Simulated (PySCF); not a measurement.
**C$_{2}$H$_{12}$BNSi$_{2}$ (SMILES CB(C)N([SiH3])[SiH3]): density, localisation and related maps**

```xyz
18

C    -1.5031   -1.3827   -0.4210
B    -0.7570   -0.0255   -0.0710
C    -1.6398    1.2769    0.1414
N     0.6585    0.0219    0.0535
Si    1.4983    1.5614    0.1652
Si    1.6048   -1.4578    0.1066
H    -2.4534   -1.2116   -0.9238
H    -0.9127   -2.0511   -1.0441
H    -1.7305   -1.9263    0.4962
H    -2.6637    1.0382    0.4234
H    -1.2358    1.9515    0.8934
H    -1.6962    1.8426   -0.7884
H     2.8992    1.3323   -0.1907
H     0.9116    2.4990   -0.7930
H     1.4005    2.0689    1.5380
H     2.9023   -1.1316    0.6977
H     1.7846   -1.9685   -1.2567
H     0.9238   -2.4314    0.9614
```

Geometry: GFN2-xTB.

These are results of wB97X-D/def2-SVPD, SCF density, gas phase (PySCF 2.14.0), not measurements.

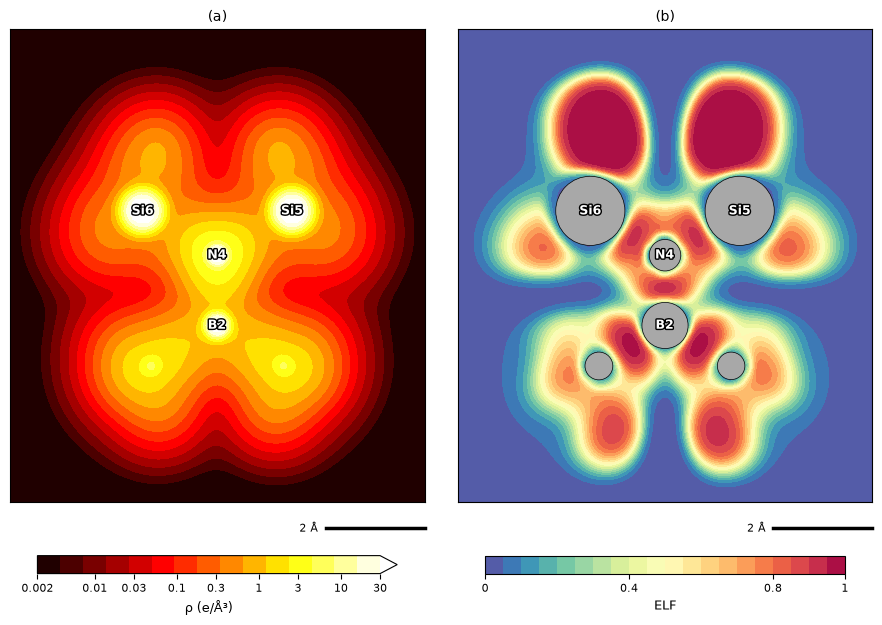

Figure 1. (a) total electron density; (b) ELF on the plane of atoms B2, N4 and Si5. Grey discs cover the atomic cores in the ELF map.

> Interpret the plot.

- Atoms in the plane: B, N and Si.
- B–N (1.42 Å): ρ at the midpoint is about 1.8 e/Å³; the ELF peaks at about 0.95 between the atoms (a short, strongly polar bond).
- Si–N (1.76 Å): ρ is about 1 e/Å³ halfway; the ELF peaks at about 0.90 between the atoms, as expected for a polar covalent bond.

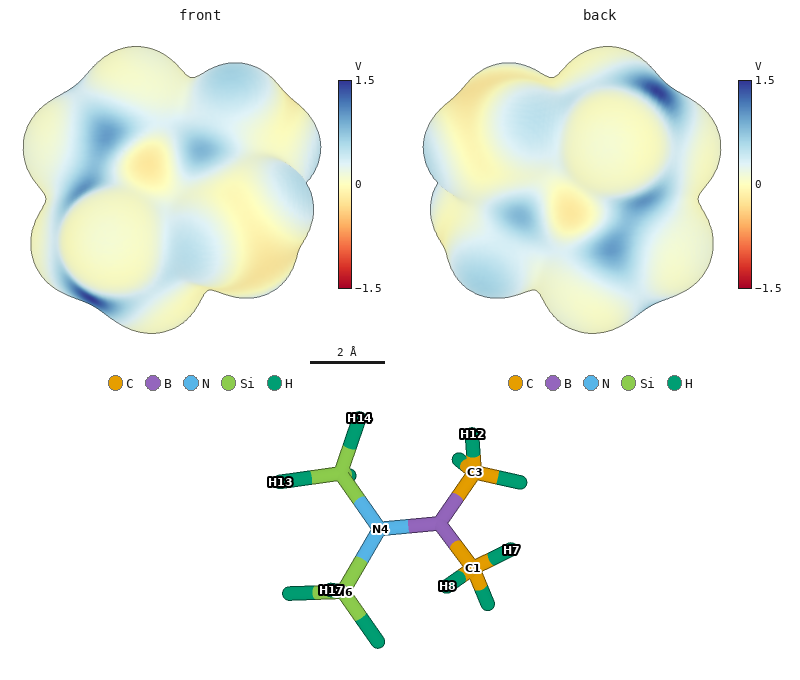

Figure 2. The electrostatic potential painted on the density surface at 0.002 e/bohr³, seen from the front and from behind; the colour scale runs from red (negative) to blue (positive). The bare structure is drawn below in the same view.

> Which sites attract a positive test charge, and which a negative one?

A positive charge is drawn to the negative regions and a negative charge to the positive ones. The most negative region (about −0.2 V) lies over C1, C3 and N4, the most positive (about +1.3 V) over Si5 and Si6.
